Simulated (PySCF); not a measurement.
# C4H9BNPSi (SMILES BP[SiH2]n1cccc1): what the fields show

```xyz
17

B     2.8069    0.7712    0.4725
P     2.5721   -0.8290   -0.3905
Si    0.6259   -1.6458    0.3167
N    -0.6495   -0.4428    0.3213
C    -0.5117    0.9224    0.3028
C    -1.7379    1.5060    0.3643
C    -2.6898    0.4579    0.4250
C    -1.9947   -0.7098    0.3977
H     2.7706    0.7779    1.6427
H     3.1313    1.7267   -0.1175
H     2.2458   -0.4569   -1.6790
H     0.7981   -2.1439    1.6842
H     0.2024   -2.6865   -0.6206
H     0.4687    1.3620    0.2505
H    -1.9489    2.5572    0.3648
H    -3.7551    0.5690    0.4787
H    -2.3409   -1.7236    0.4258
```

Geometry: GFN2-xTB.

Theory: PySCF, PBE0/pcSseg-1, SCF density, gas phase, non-relativistic.

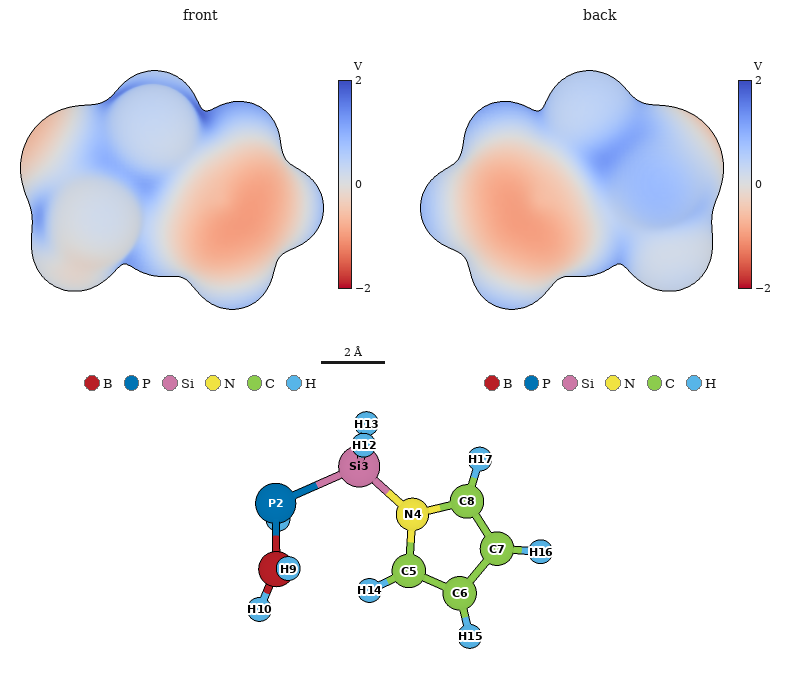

Figure 1. The electrostatic potential painted on the density surface at 0.002 e/bohr³, seen from the front and from behind; the colour scale runs from red (negative) to blue (positive). The bare structure is drawn below in the same view.

Describe the electrostatic potential map.

Answer. The most negative region (about −1.0 V) lies over the π face of C6 and C7, the most positive (about +1.5 V) over Si3.

How polar is the molecule by this calculation?

Answer. Its dipole moment is 0.93 D.

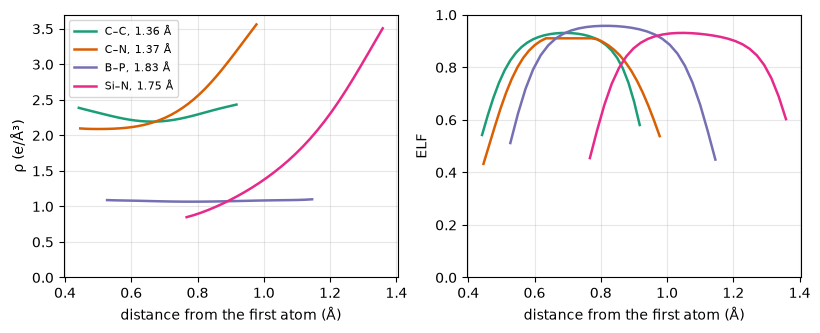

Figure 2. Total electron density and ELF along straight lines between neighbouring atoms. The curves leave out the atomic cores.

What can be read from the curves?

Answer. C–C (1.36 Å): the density is about 2.2 e/Å³ at the midpoint; the ELF peaks at about 0.95 between the atoms (localised, covalent bonding).
C–N (1.37 Å): the density is about 2.2 e/Å³ at the midpoint; the ELF peaks at about 0.90 between the atoms, as expected for localised, covalent bonding.
B–P (1.83 Å): ρ at the midpoint is about 1.1 e/Å³; the ELF peaks at about 0.95 between the atoms (a covalent bond).
Si–N (1.75 Å): ρ at the midpoint is about 1 e/Å³; the ELF peaks at about 0.95 between the atoms (a shared but strongly polarised pair).
